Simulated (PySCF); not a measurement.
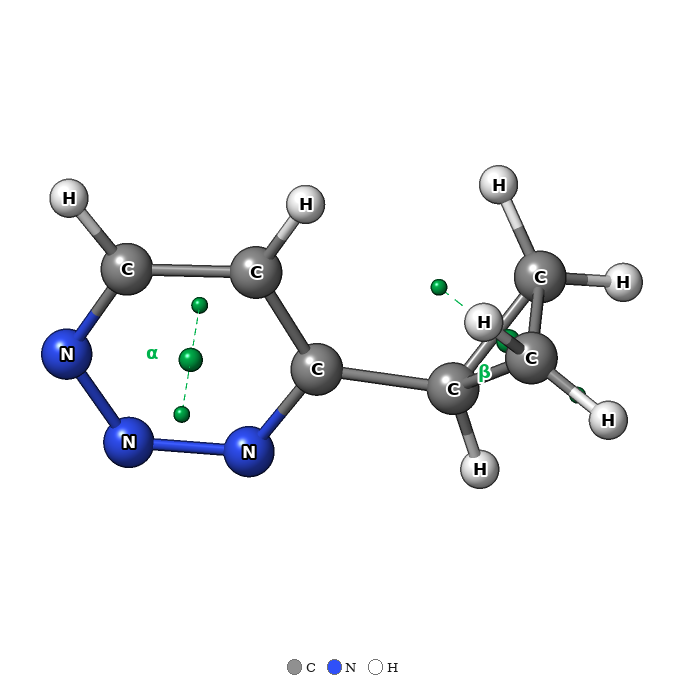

The small points mark where nucleus-independent chemical shifts (NICS) were computed: at the centre of each lettered ring and 1 Å above and below it. Geometry: an end point of a reaction path computed with GFN2-xTB. Properties computed with GIAO PBE0/pcSseg-1 NMR shielding, non-relativistic, gas phase (PySCF 2.14.0).

Give NICS(0), NICS(1) and the out-of-plane component NICS(1)zz for each ring (means of the two sides).

```csv
ring,members,NICS(0),NICS(1),NICS(1)zz
α,C3N3,−3.6,−11.0,−26.0
β,C3,−42.9,−7.7,−24.6
```

Values in ppm.

**What do the values say about the ring currents?**

Ring α: diatropic, as in an aromatic ring. NICS is one index among several.
